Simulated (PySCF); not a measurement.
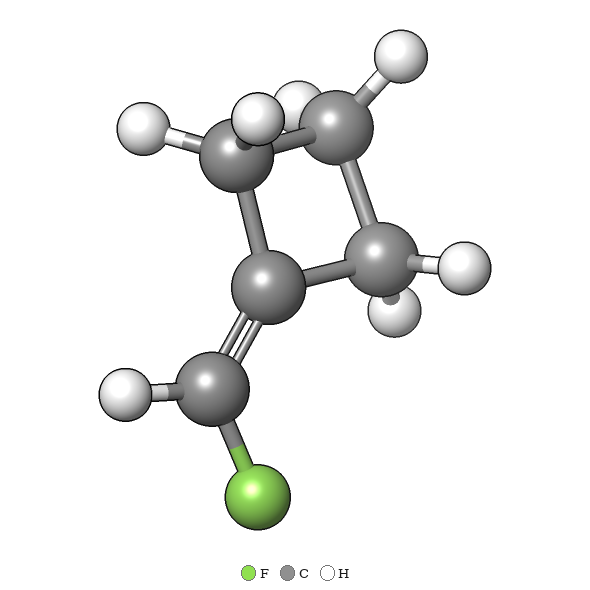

A ball-and-stick model of a molecule.

The computed structure is the end point of a PBE0-D3(BJ)/def2-SVP optimisation. No frequency run is at hand to confirm it as a minimum.

Identify the structure.

It has 13 atoms: 5 carbon, 7 hydrogen and 1 fluorine (C5H7F). As SMILES it reads `FC=C1CCC1`. Independent rings (smallest set): 1 of 4 members. Among its groups: alkene, C–F bond. The point group is C1. Coordination, clear cases only: 1 C trigonal planar.

The parts below concern this one geometry. Atoms keep their numbers from picture to picture.

### Shape

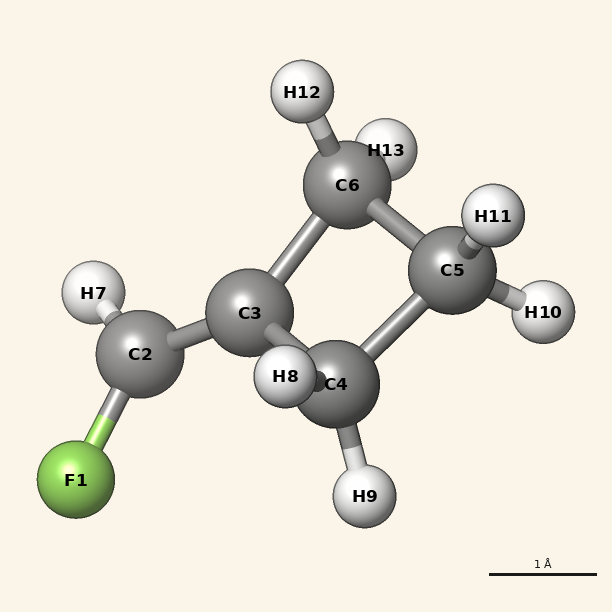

Atoms carry their numbers in the input. No frequency run is at hand to confirm it as a minimum.

Which atoms are bonded, and how long are the bonds?

| bond | length (Å) | order |
| --- | --- | --- |
| F1–C2 | 1.337 | single |
| C2–C3 | 1.326 | double |
| C2–H7 | 1.094 | single |
| C3–C4 | 1.509 | single |
| C3–C6 | 1.511 | single |
| C4–C5 | 1.550 | single |
| C4–H8 | 1.103 | single |
| C4–H9 | 1.101 | single |
| C5–C6 | 1.551 | single |
| C5–H10 | 1.099 | single |
| C5–H11 | 1.099 | single |
| C6–H12 | 1.103 | single |
| C6–H13 | 1.101 | single |

### NMR shielding

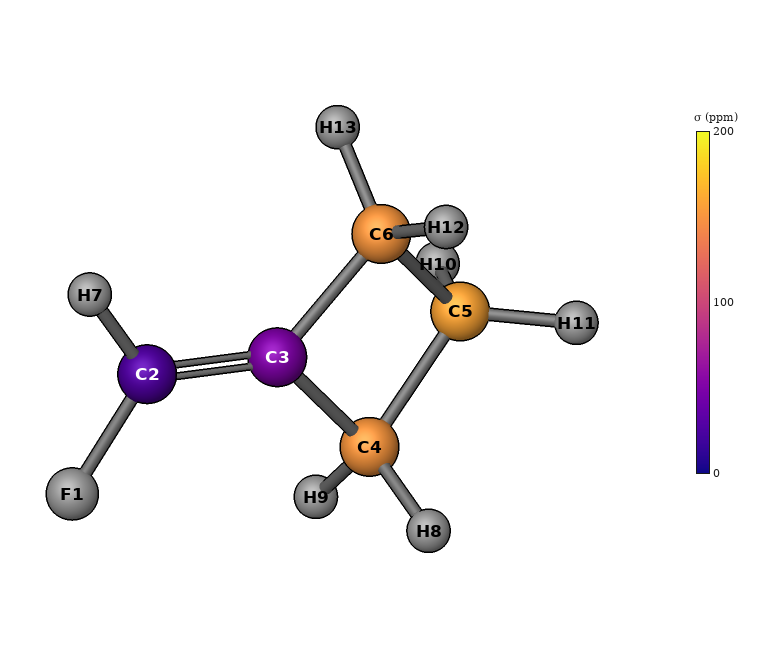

Atoms are coloured by their isotropic NMR shieldings (C only, the others grey). No frequency run is at hand to confirm it as a minimum. Method: GIAO B3LYP/pcSseg-1 NMR shielding, non-relativistic, gas phase (PySCF 2.14.0).

Give the isotropic NMR shieldings of the C atoms atom by atom.

| atom | σ (ppm) |
| --- | --- |
| C2 | 27.6 |
| C3 | 51.3 |
| C4 | 151.0 |
| C5 | 159.1 |
| C6 | 151.4 |

### Dipole moment

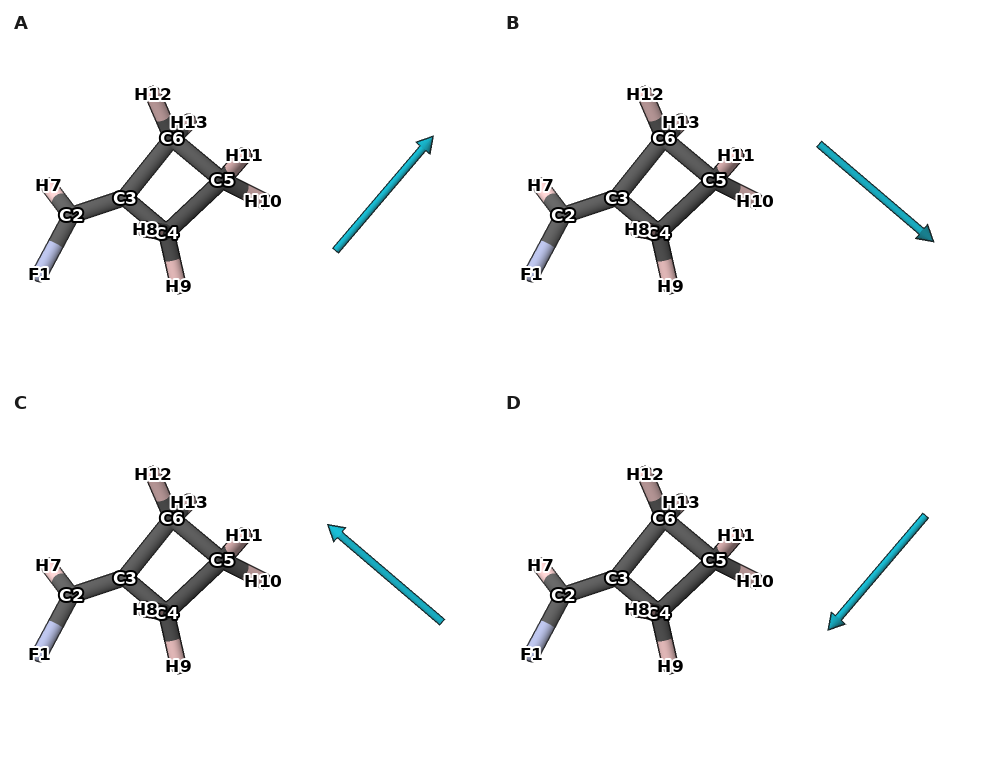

The same molecule four times, each with an arrow. No frequency run is at hand to confirm it as a minimum. Method: mPW1PW91/pcSseg-1, gas phase (PySCF 2.14.0).

Question: Which arrow points along the dipole moment, from the negative to the positive end?

Answer: A. The dipole moment is 1.72 D; it points from the side of F1 to the side of H11 (the outermost atoms at the two ends).

### Ring current

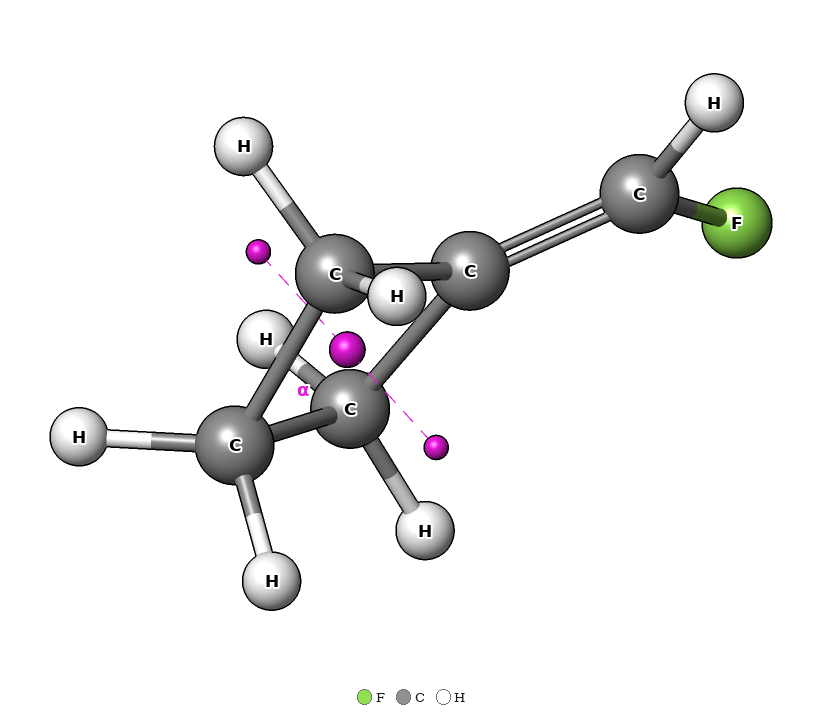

The small points mark where nucleus-independent chemical shifts (NICS) were computed: at the centre of each lettered ring and 1 Å above and below it. No frequency run is at hand to confirm it as a minimum. Method: GIAO mPW1PW91/pcSseg-1 NMR shielding, non-relativistic, gas phase (PySCF 2.14.0).

Give NICS(0), NICS(1) and the out-of-plane component NICS(1)zz for each ring (means of the two sides).

```json
{"ring": "α", "members": "C4", "NICS(0)": "0.8", "NICS(1)": "−0.7", "NICS(1)zz": "2.6"}
```

Values in ppm.
